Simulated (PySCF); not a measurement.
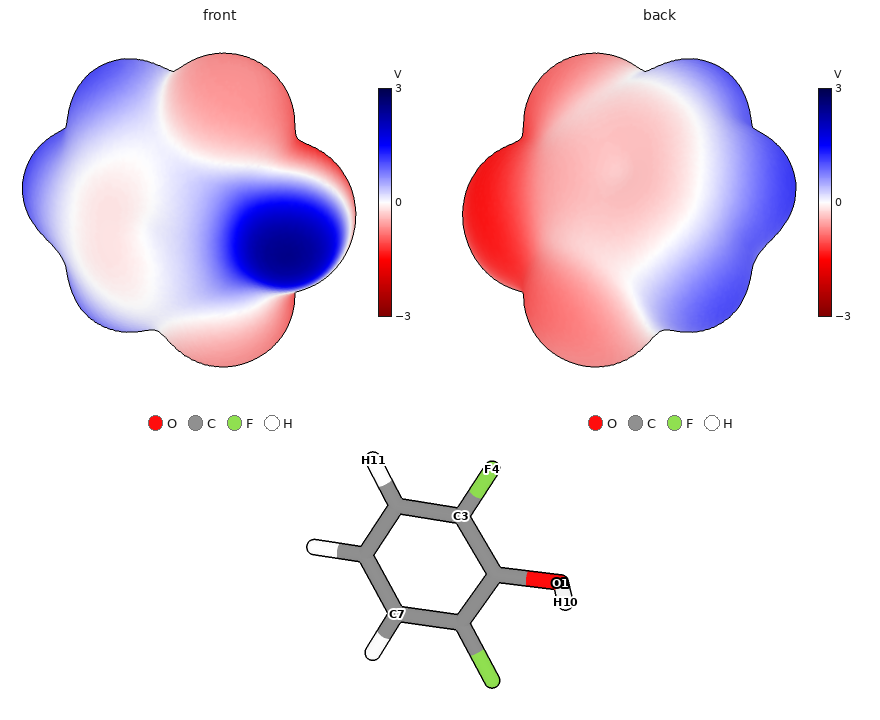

Figure 1: C₆H₄F₂O. The electrostatic potential painted on the density surface at 0.001 e/bohr³, seen from the front and from behind; the colour scale runs from red (negative) to blue (positive). The bare structure is drawn below in the same view.

Geometry: GFN2-xTB.

All numbers below come from PySCF 2.14.0, PBE0/pcSseg-1, SCF density, in a acetone solvent model, non-relativistic.

```yaml
atoms:
  - { symbol: O, position_ang: [0.7912, -2.2181, 0.8282] }
  - { symbol: C, position_ang: [0.3639, -1.0009, 0.3734] }
  - { symbol: C, position_ang: [0.0457, -0.7893, -0.9684] }
  - { symbol: F, position_ang: [0.2633, -1.7872, -1.8438] }
  - { symbol: C, position_ang: [-0.4695, 0.4090, -1.4266] }
  - { symbol: C, position_ang: [-0.6791, 1.4424, -0.5310] }
  - { symbol: C, position_ang: [-0.3692, 1.2787, 0.8074] }
  - { symbol: C, position_ang: [0.1447, 0.0704, 1.2400] }
  - { symbol: F, position_ang: [0.4596, -0.0810, 2.5389] }
  - { symbol: H, position_ang: [1.7515, -2.2891, 0.8115] }
  - { symbol: H, position_ang: [-0.6991, 0.5145, -2.4746] }
  - { symbol: H, position_ang: [-1.0833, 2.3797, -0.8778] }
  - { symbol: H, position_ang: [-0.5197, 2.0709, 1.5229] }
```

Which sites attract a positive test charge, and which a negative one?

Answer. A positive charge is drawn to the negative regions and a negative charge to the positive ones. The most negative region (about −1.4 V) lies over O1, the most positive (about +2.4 V) over H10. O1 is the likeliest acceptor of a hydrogen bond.

What dipole moment does the calculation give?

Answer. Its dipole moment is 2.77 D.
